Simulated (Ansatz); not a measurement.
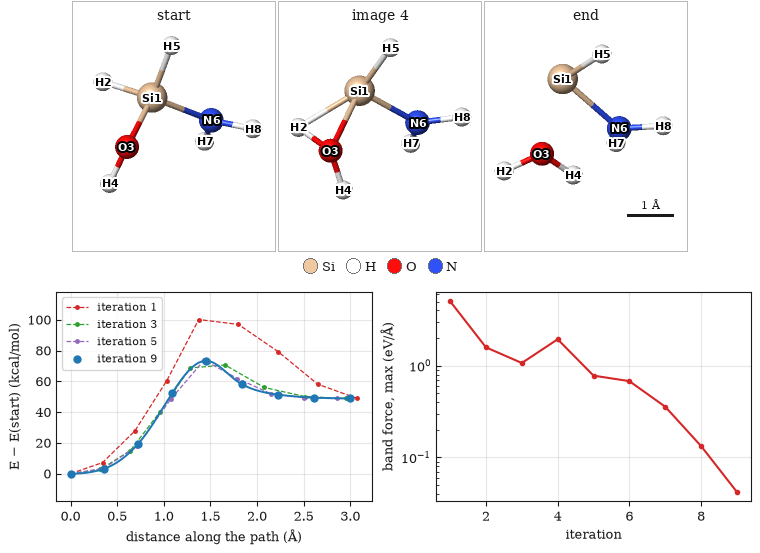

NEB run on SiNH₅O. Images are numbered from 0 (start) to 8 (end). The plot follows the band through its iterations. A ball-and-stick model, seen from a free direction.

Theory: RKS PBE0-D4/def2-SVP (Ansatz). Set-up: 7 movable images; climbing image; force threshold 0.05 eV/Å; iteration limit 60; starting path through a guess of the saddle point.

### How did the profile develop, and is the result final?

The result is final at these settings. The band converged in 9 iterations. The largest component of the band force went from 5 to 0.042 eV/Å. The climbing image converged on the top of the path. Its vibrational analysis gives one imaginary mode (1446i cm⁻¹), as a transition state must have. The first iteration put the highest image at 100.2 kcal/mol. Forward barrier 73.4 kcal/mol, backward barrier 24.5 kcal/mol, with image 4 at the top; the reaction energy is +48.9 kcal/mol.

Cost: 69 s on 1 thread of Intel(R) Xeon(R) 6975P-C (Granite Rapids), on a shared host, peak memory 0.14 GiB.
